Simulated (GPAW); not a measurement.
Consider LaNi2P2 (I4/mmm).

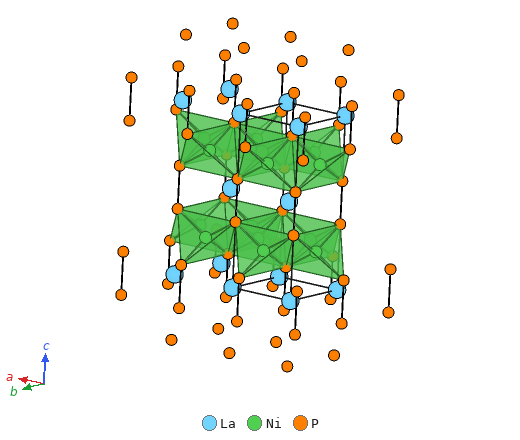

The structure (lanthanum blue, nickel green, phosphorus orange). 2×1×1 conventional cells are drawn. Some periodic images of atoms are drawn too.

```cif
data_structure
_symmetry_space_group_name_H-M 'P 1'
_symmetry_Int_Tables_number 1
_cell_length_a 5.5877
_cell_length_b 5.5877
_cell_length_c 5.5877
_cell_angle_alpha 137.977
_cell_angle_beta 137.977
_cell_angle_gamma 60.939
_cell_volume 77.33
loop_
_atom_site_label
_atom_site_type_symbol
_atom_site_fract_x
_atom_site_fract_y
_atom_site_fract_z
_atom_site_occupancy
La1 La 0.00000 0.00000 0.00000 1
Ni2 Ni 0.25000 0.75000 0.50000 1
Ni3 Ni 0.75000 0.25000 0.50000 1
P4 P 0.62400 0.62400 0.00000 1
P5 P 0.37600 0.37600 0.00000 1
```

Absorber: atom 4, with 4 Ni at 2.34 Å and 1 P at 2.39 Å (5-fold, site symmetry 4mm). Method: GPAW, LDA, excited-electron core hole (neutral cell), 25-atom cell with 8.0 Å between holes, 3×3×3 k points, dipole transitions, Gaussian full width 0.9 eV up to 4 eV, rising linearly to 3.5 eV at 25 eV, without spin-orbit coupling.

Question: What does the P K edge look like?

Main maxima up to 24 eV above the zero (height): 0.4 eV (1.23), 3.7 eV (2.17), 7.6 eV (1.33) and 16.3 eV (0.84). A K edge sees empty p states on the absorber. The total-energy difference is 2131.49 eV. The functional leaves an error in such absolute values: in the free atom LDA prices this hole 8.5 eV below PBE (computed apart), and PBE is itself good to a few eV.

The P K spectrum (energy from the lowest empty level; intensity scaled to a mean of 1 over the first 20 eV; polarised curves are means over the symmetry-equivalent atoms):

| E (eV) | isotropic | ε ⊥ c | ε ∥ c |
| --- | --- | --- | --- |
| -2.0 | 0.00 | 0.00 | 0.00 |
| -0.5 | 0.17 | 0.12 | 0.28 |
| 1.0 | 0.93 | 0.60 | 1.60 |
| 2.5 | 1.28 | 0.88 | 2.08 |
| 4.0 | 2.07 | 2.04 | 2.13 |
| 5.5 | 1.06 | 1.35 | 0.47 |
| 7.0 | 1.17 | 1.28 | 0.94 |
| 8.5 | 1.16 | 1.23 | 1.01 |
| 10.0 | 0.88 | 1.01 | 0.61 |
| 11.5 | 0.62 | 0.70 | 0.46 |
| 13.0 | 0.76 | 0.69 | 0.91 |
| 14.5 | 0.80 | 0.61 | 1.19 |
| 16.0 | 0.83 | 0.72 | 1.07 |
| 17.5 | 0.81 | 0.79 | 0.85 |
| 19.0 | 0.76 | 0.76 | 0.75 |
| 20.5 | 0.72 | 0.72 | 0.72 |
| 22.0 | 0.68 | 0.70 | 0.64 |
| 23.5 | 0.73 | 0.79 | 0.60 |
| 25.0 | 0.74 | 0.83 | 0.56 |
| 26.5 | 0.71 | 0.81 | 0.51 |
| 28.0 | 0.68 | 0.77 | 0.51 |
| 29.5 | 0.74 | 0.81 | 0.60 |
| 31.0 | 0.86 | 0.91 | 0.75 |

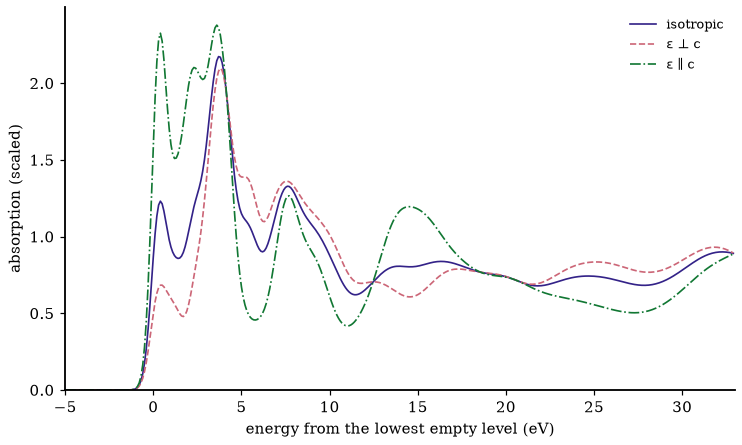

The P K edge.

The hole lies in one spin channel, while the script sums the empty states of both and takes the lower zero; where the two channels are split, this blurs and shifts the curve. The starting moments shrank to 0.00 μB or less, so this is hardly a magnetic state. The mesh is coarse (0.33 Å⁻¹ between points), so small maxima may be mesh ripples. The structure is a published determination, not relaxed.

[Banner, clock and machine lines of the logs are left out without a mark of their own.]

[Logs are printed without paths, hosts, clocks, repeated set-up lines and the standing remarks that a program may print on its own settings, such as how far it seeks lower states.]

[Hosts, paths, dates, database ids (printed as entryN), source tags and the programs' standing remarks are cut or masked in the printed files.]

[Lists of maxima count a maximum above −3 eV only where it reaches 4 % of the highest in the window and stands out from its surroundings by 2 % of it (1.5 % where it reaches 55 %); shoulders and weaker maxima are passed over, and of the rest the first, up to two pre-edge ones and the few strongest are named.]
